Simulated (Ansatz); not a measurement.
# C2H6AlN: how energies converge with the basis set

Aim: see how fast density functionals converge with the basis set for C2H6AlN.

The runs use Ansatz 0.2.0, Gaussian basis; one geometry, several basis sets.

Plan: PBE0-D4/def2-SVP; ωB97M-V/def2-SVP; PBE0-D4/def2-QZVPP; ωB97M-V/def2-QZVPP; the functionals' def2-TZVPP values are taken from earlier runs.

## 1. Structure used throughout

All runs share one geometry, relaxed beforehand with PBE0-D4 in a triple-zeta def2 set.

SMILES `C=[CH][AlH][NH2]`, 10 atoms, charge 0, spin multiplicity 1.

Atoms are counted from 1 here; the program's logs count them from 0.

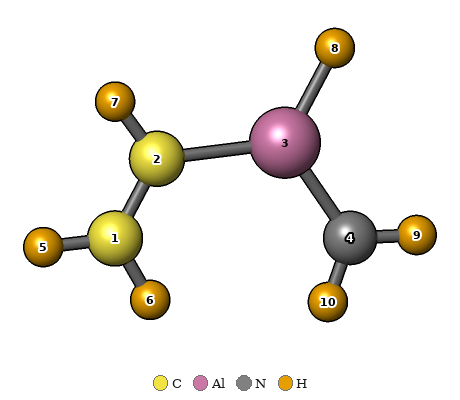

The geometry (carbon yellow, aluminium pink, nitrogen grey, hydrogen amber); atoms are numbered from 1 in the order of the file.

## 2. PBE0-D4 in def2-SVP

File in.yaml:

```yaml
crystal:
  periodic: [false, false, false]
  atoms:
    - {symbol: C, position_ang: [-0.967263, 0.856776, -1.243631]}
    - {symbol: C, position_ang: [-0.806764, -0.425496, -0.910544]}
    - {symbol: Al, position_ang: [0.352243, -1.010919, 0.536421]}
    - {symbol: N, position_ang: [1.270497, 0.198204, 1.443688]}
    - {symbol: H, position_ang: [-1.618887, 1.179937, -2.053621]}
    - {symbol: H, position_ang: [-0.452663, 1.660385, -0.720452]}
    - {symbol: H, position_ang: [-1.371948, -1.148170, -1.501174]}
    - {symbol: H, position_ang: [0.525644, -2.528647, 0.958525]}
    - {symbol: H, position_ang: [1.887875, -0.025708, 2.207138]}
    - {symbol: H, position_ang: [1.264366, 1.192640, 1.286549]}
basis:
  gaussian: {orbitals: def2-SVP}
hamiltonian: {xc: pbe0, dispersion: d4}
output: {orbitals: {seedname: orbitals}}
```

On the command line:

```bash
$ ansatz run in.yaml --threads 2 --pin off --events-out ev --progress --plain --max-ram 4352MiB
```

Output:

```text
Functional definition: PBE0
  name "PBE0"
  cite "Adamo & Barone, J. Chem. Phys. 110, 6158 (1999) doi:10.1063/1.478522"
  cite "Perdew, Burke & Ernzerhof, Phys. Rev. Lett. 77, 3865 (1996) doi:10.1103/PhysRevLett.77.3865"
  parent pbe
  parameter a = 0.25
  parameter kappa = 0.804
  parameter beta = 0.06672455060314922
  exchange = (1 - a)*pbe_x(kappa = kappa, mu = beta*pi^2/3) + a*exact_x
  correlation = pbe_c(beta = beta)
1062 factors; their error is unknown
mean field evaluation 1: about -10236.7360 eV, gradient 6.5e1 eV
mean field evaluation 2: about -10223.8182 eV, gradient 9.3e1 eV
mean field evaluation 4: about -10246.3231 eV, gradient 5.1e0 eV
mean field evaluation 8: about -10246.4803 eV, gradient 2.4e-1 eV
mean field -10246.48044989 eV, -376.5512112196 hartree, gradient 6.0e-5 eV, S^2 0.000000; 0 other end points of the search recorded, 0 dependent functions left out
reference -10246.48047899 eV, -376.5512122888 hartree; 19, 19 occupied and 71, 71 virtual orbitals, 1062 factors
Total energy: -10246.62433618 eV, -376.5564989432 hartree
```

Run time: 1.3 s. Hardware: 2 threads of Arm Neoverse V1, shared host.

## 3. ωB97M-V in def2-SVP

Edit in.yaml of step 2 so:

```diff
@@ -15,3 +15,3 @@
   gaussian: {orbitals: def2-SVP}
-hamiltonian: {xc: pbe0, dispersion: d4}
+hamiltonian: {xc: {name: wB97M-V}}
 output: {orbitals: {seedname: orbitals}}
```

The command is unchanged.

Output:

```text
Functional definition: wB97M-V
  name "wB97M-V"
  cite "Mardirossian & Head-Gordon, J. Chem. Phys. 144, 214110 (2016) doi:10.1063/1.4952647"
  cite "Becke, J. Chem. Phys. 107, 8554 (1997) doi:10.1063/1.475007"
  cite "Vydrov & Van Voorhis, J. Chem. Phys. 133, 244103 (2010) doi:10.1063/1.3521275"
  # Of w^i u^j: cxij and so on, Table III.
  parameter omega = 0.3/bohr
  parameter cx = 0.15
  parameter cx01 = 1.007
  parameter cx10 = 0.259
  parameter css00 = 0.443
  parameter css04 = -1.437
  parameter css10 = -4.535
  parameter css20 = -3.390
  parameter css43 = 4.278
  parameter cos00 = 1.000
  parameter cos10 = 1.358
  parameter cos20 = 2.924
  parameter cos21 = -8.812
  parameter cos60 = -1.390
  parameter cos61 = 9.142
  parameter b = 6.0
  parameter c = 0.01
  gx(w, u) = 1 - cx + cx01*u + cx10*w
  gss(w, u) = css00 + css04*u^4 + css10*w + css20*w^2 + css43*w^4*u^3
  gos(w, u) = cos00 + cos10*w + (cos20 + cos21*u)*w^2 + (cos60 + cos61*u)*w^6
  exchange = spin_sum(e_x_unif_sr(omega)*gx(b97_w, b97_u_x)) + cx*exact_x_sr(omega) + exact_x_lr(omega)
  correlation = spin_sum(e_c_pw_mod_same_spin*gss(b97_w, b97_u_same))
      + integral(e_c_pw_mod_opposite_spin*gos(b97_w_opposite, b97_u_opposite)) + vv10(b, c)
1043 factors; their error is unknown
276 factors; integrals over basis functions are off by at most 1.1e-5 eV
mean field evaluation 1: about -10245.4307 eV, gradient 5.3e1 eV
mean field evaluation 2: about -10246.3365 eV, gradient 5.0e1 eV
mean field evaluation 4: about -10251.6737 eV, gradient 1.7e0 eV
mean field evaluation 8: about -10251.6841 eV, gradient 1.6e-1 eV
mean field evaluation 16: about -10251.7168 eV, gradient 4.4e-5 eV
mean field -10251.71676373 eV, -376.7436422040 hartree, gradient 9.9e-6 eV, S^2 0.000000; 0 other end points of the search recorded, 0 dependent functions left out
reference -10251.71681035 eV, -376.7436439172 hartree; 19, 19 occupied and 71, 71 virtual orbitals, 1043 factors
Total energy: -10251.71681035 eV, -376.7436439172 hartree
```

It took 5.5 s on 2 threads of Arm Neoverse V1, shared host.

## 4. PBE0-D4 in def2-QZVPP

Edit in.yaml of step 3 so:

```diff
@@ -14,4 +14,4 @@
 basis:
-  gaussian: {orbitals: def2-SVP}
-hamiltonian: {xc: {name: wB97M-V}}
+  gaussian: {orbitals: "def2-QZVPP.json"}
+hamiltonian: {xc: pbe0, dispersion: d4}
 output: {orbitals: {seedname: orbitals}}
```

Launched as before.

Output:

```text
Functional definition: PBE0
  name "PBE0"
  cite "Adamo & Barone, J. Chem. Phys. 110, 6158 (1999) doi:10.1063/1.478522"
  cite "Perdew, Burke & Ernzerhof, Phys. Rev. Lett. 77, 3865 (1996) doi:10.1103/PhysRevLett.77.3865"
  parent pbe
  parameter a = 0.25
  parameter kappa = 0.804
  parameter beta = 0.06672455060314922
  exchange = (1 - a)*pbe_x(kappa = kappa, mu = beta*pi^2/3) + a*exact_x
  correlation = pbe_c(beta = beta)
1302 factors; their error is unknown
mean field evaluation 1: about -10239.8534 eV, gradient 8.1e1 eV
mean field evaluation 2: about -10220.5399 eV, gradient 1.1e2 eV
mean field evaluation 4: about -10253.3048 eV, gradient 8.6e0 eV
mean field evaluation 8: about -10253.4736 eV, gradient 2.4e-1 eV
mean field evaluation 16: about -10253.4800 eV, gradient 2.5e-5 eV
mean field -10253.48003545 eV, -376.8084412442 hartree, gradient 2.5e-5 eV, S^2 0.000000; 0 other end points of the search recorded, 0 dependent functions left out
reference -10253.48007848 eV, -376.8084428257 hartree; 19, 19 occupied and 402, 402 virtual orbitals, 1302 factors
Total energy: -10253.62393568 eV, -376.8137294802 hartree
```

Wall time 10 s (2 threads of Arm Neoverse V1, shared host); peak memory 1 GiB.

## 5. ωB97M-V in def2-QZVPP

Edit in.yaml of step 4 so:

```diff
@@ -15,3 +15,3 @@
   gaussian: {orbitals: "def2-QZVPP.json"}
-hamiltonian: {xc: pbe0, dispersion: d4}
+hamiltonian: {xc: {name: wB97M-V}}
 output: {orbitals: {seedname: orbitals}}
```

Same command.

Output:

```text
Functional definition: wB97M-V
  name "wB97M-V"
  cite "Mardirossian & Head-Gordon, J. Chem. Phys. 144, 214110 (2016) doi:10.1063/1.4952647"
  cite "Becke, J. Chem. Phys. 107, 8554 (1997) doi:10.1063/1.475007"
  cite "Vydrov & Van Voorhis, J. Chem. Phys. 133, 244103 (2010) doi:10.1063/1.3521275"
  # Of w^i u^j: cxij and so on, Table III.
  parameter omega = 0.3/bohr
  parameter cx = 0.15
  parameter cx01 = 1.007
  parameter cx10 = 0.259
  parameter css00 = 0.443
  parameter css04 = -1.437
  parameter css10 = -4.535
  parameter css20 = -3.390
  parameter css43 = 4.278
  parameter cos00 = 1.000
  parameter cos10 = 1.358
  parameter cos20 = 2.924
  parameter cos21 = -8.812
  parameter cos60 = -1.390
  parameter cos61 = 9.142
  parameter b = 6.0
  parameter c = 0.01
  gx(w, u) = 1 - cx + cx01*u + cx10*w
  gss(w, u) = css00 + css04*u^4 + css10*w + css20*w^2 + css43*w^4*u^3
  gos(w, u) = cos00 + cos10*w + (cos20 + cos21*u)*w^2 + (cos60 + cos61*u)*w^6
  exchange = spin_sum(e_x_unif_sr(omega)*gx(b97_w, b97_u_x)) + cx*exact_x_sr(omega) + exact_x_lr(omega)
  correlation = spin_sum(e_c_pw_mod_same_spin*gss(b97_w, b97_u_same))
      + integral(e_c_pw_mod_opposite_spin*gos(b97_w_opposite, b97_u_opposite)) + vv10(b, c)
1259 factors; their error is unknown
363 factors; integrals over basis functions are off by at most 1.4e-5 eV
mean field evaluation 1: about -10249.9212 eV, gradient 6.7e1 eV
mean field evaluation 2: about -10250.5750 eV, gradient 6.3e1 eV
mean field evaluation 4: about -10258.8847 eV, gradient 2.6e0 eV
mean field evaluation 8: about -10258.9034 eV, gradient 1.8e-1 eV
mean field evaluation 16: about -10258.9034 eV, gradient 9.1e-5 eV
mean field -10258.90340391 eV, -377.0077463592 hartree, gradient 1.7e-5 eV, S^2 0.000000; 0 other end points of the search recorded, 0 dependent functions left out
reference -10258.90347264 eV, -377.0077488851 hartree; 19, 19 occupied and 402, 402 virtual orbitals, 1259 factors
Total energy: -10258.90347264 eV, -377.0077488851 hartree
```

Wall time 24 s (2 threads of Arm Neoverse V1, shared host); peak memory 1.3 GiB.

## 6. Density functionals: the series

The def2-TZVPP values come from earlier runs at the same geometry.

```tsv
functional	basis	functions	energy (eV)	from the largest (eV)	HOMO (eV)	LUMO (eV)
PBE0-D4	def2-SVP	90	-10246.6243	7.000	-7.17	-0.79
PBE0-D4	def2-TZVPP	219	-10253.1920	0.432	-7.33	-1.00
PBE0-D4	def2-QZVPP	421	-10253.6239	0.000	-7.37	-1.06
ωB97M-V	def2-SVP	90	-10251.7168	7.187	-9.51	1.13
ωB97M-V	def2-TZVPP	219	-10258.4886	0.415	-9.69	0.83
ωB97M-V	def2-QZVPP	421	-10258.9035	0.000	-9.73	0.63
```

## 7. Summary of results

```
                                       quantity          value
PBE0-D4: double and triple zeta above quadruple  7.00, 0.43 eV
ωB97M-V: double and triple zeta above quadruple  7.19, 0.41 eV
```

What this shows: For PBE0-D4 the step from double to triple zeta gains 6.57 eV and the next only 0.43 eV. These are total energies; as a rule much of such shifts cancels in differences, which this series doesn't test.

For PBE0-D4 the largest set took about 8 times as long as the smallest (10 s against 1.3 s).
